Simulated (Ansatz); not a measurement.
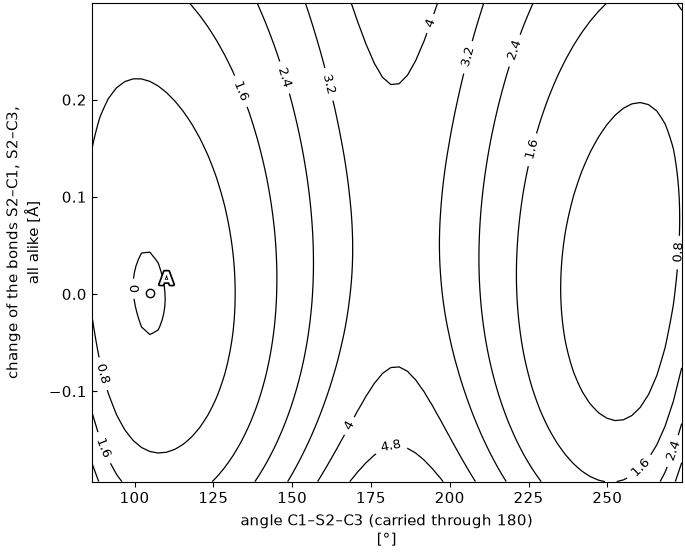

C2H4S2, SMILES CSC=S. Coordinates scanned: (1) angle C1–S2–C3 (carried through 180); (2) change of the bonds S2–C1, S2–C3, all alike. Nothing is relaxed (all other coordinates rigid). Grid: 15 × 15 points. Points are written as (first, second). All energies are given in eV relative to the lowest grid point. Computed with RHF/def2-TZVP in Ansatz 0.2.0.

The picture shows contour lines labelled in eV, the point A. Between grid points the surface is interpolated.

### Find the lowest pass out of the well at A.

The easiest path leads from the well at about (105°, 0.00 Å) to the well at about (258°, 0.01 Å), about 0.24 eV higher. Its highest point lies about 3.7 eV above the bottom of the first well on the interpolated surface, at about (183°, 0.05 Å). The start is the relaxed structure and all else is held, so a fully relaxed path at this level can only be lower.

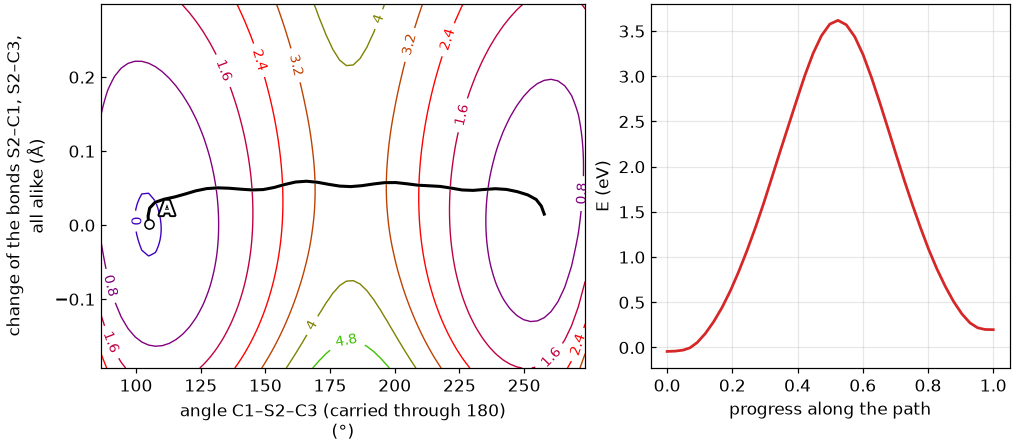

Drawn: contour lines labelled in eV, a line along the lowest path, the energy along the path at the right. Between grid points the surface is interpolated.
